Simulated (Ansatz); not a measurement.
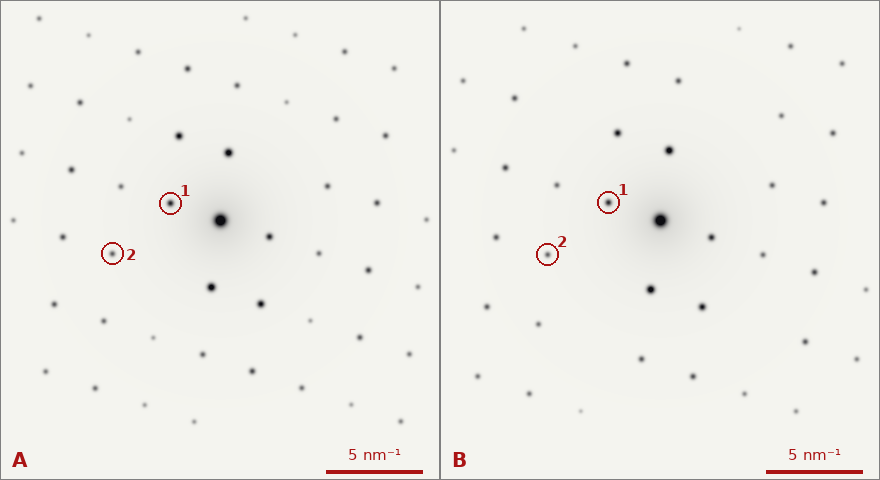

Kinematic electron diffraction patterns (120 kV, B = 0.5 Å², same scale) along [101] of the run's own cell, for the start and the end of one relaxation of Pb2CO2 with DFT, PAW plane waves, pbe (Ansatz). k mesh 7×7×7. The start is a generated model structure, and the relaxation ends in the nearest stationary point of its symmetry, not necessarily the ground state. Spot 1 is 0 -1 0 and spot 2 is 1 -2 -1 in both.

Start structure:

```yaml
crystal:
  lattice:
    - [0.00000, 3.65076, 0.00000]
    - [3.65076, 0.00000, 0.00000]
    - [1.82538, 1.82538, -6.06905]
  atoms:
    - { symbol: Pb, position: [0.15000, 0.15000, 0.70000] }
    - { symbol: Pb, position: [0.85000, 0.85000, 0.30000] }
    - { symbol: O, position: [0.75000, 0.25000, 0.50000] }
    - { symbol: O, position: [0.25000, 0.75000, 0.50000] }
    - { symbol: C, position: [0.50000, 0.50000, 0.00000] }
```

**Which pattern belongs to the start structure, and which to the relaxed one?**

B is the start: its cell gives d(1) = 3.496 Å, d(2) = 1.618 Å and an angle of 35.9°. A is the relaxed structure, with d(1) = 3.639 Å (+4.1 %), d(2) = 1.686 Å (+4.2 %) and 36.1°.

**Summarise the relaxation behind the change.**

The volume changed by +11.4 % to 18.02 Å³ an atom; with the mean shift removed, the atoms moved by up to 0.05 Å relative to the cell (Pb most); the space group stayed I4/mmm (No. 139); the free energy fell by 100 meV an atom. Relaxed cell: a = 3.805 Å, b = 3.805 Å, c = 6.779 Å, α = 73.70°, β = 73.70°, γ = 90.00°.
